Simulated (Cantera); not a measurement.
A closed system holds: 1 mol Fe, 0.27 mol Cl2, 2 mol N2, equilibrated at 3.20 bar.

These are equilibrium values from Cantera (NASA tables, ideal gas, pure condensed phases), not measurements of a reactor. Candidate condensed phases: Fe, FeCl2, FeCl3; 10 gas species. Mutual solubility and eutectic melting of coexisting phases are not modelled. Rates play no part.

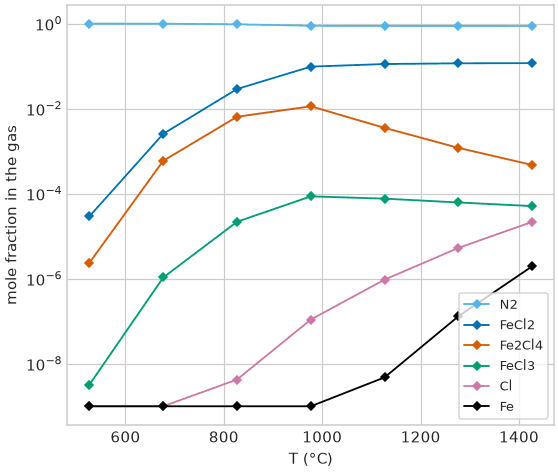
Figure. Equilibrium gas composition (values under 1e-9 drawn at 1e-9)

Problem. Read off the mole fractions at 1427 °C.

Solution. N2 about 0.88, FeCl2 about 0.12, Fe2Cl4 about 0.00047, FeCl3 about 5.1e-5, Cl about 2.2e-5, Fe about 2.0e-6.
